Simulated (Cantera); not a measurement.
A closed system holds: 1 mol Al, 0.012 mol CO₂, 4.8 mol N₂, at 1.30 bar.

Cantera equilibrium calculation (NASA polynomials, part measured and part estimated; ideal gas, pure solids and liquids). Candidate condensed phases: Al, AlN, Al₂O₃, C; 32 gas species. Mutual solubility and eutectic melting of coexisting phases are not modelled. The numbers say what is thermodynamically allowed, not how fast it happens.

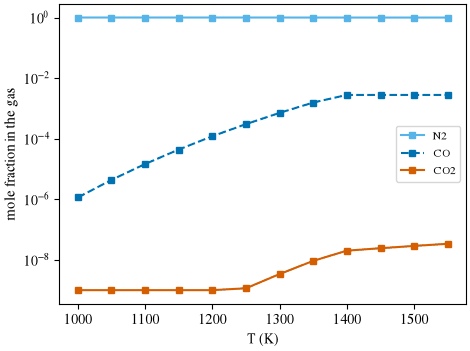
Figure. Equilibrium gas composition (values under 1e-9 drawn at 1e-9)

From 1000 K to 1350 K the condensed part is AlN(s) + Al₂O₃(s) + C(graphite). From 1400 K to 1550 K the condensed part is AlN(s) + Al₂O₃(s).
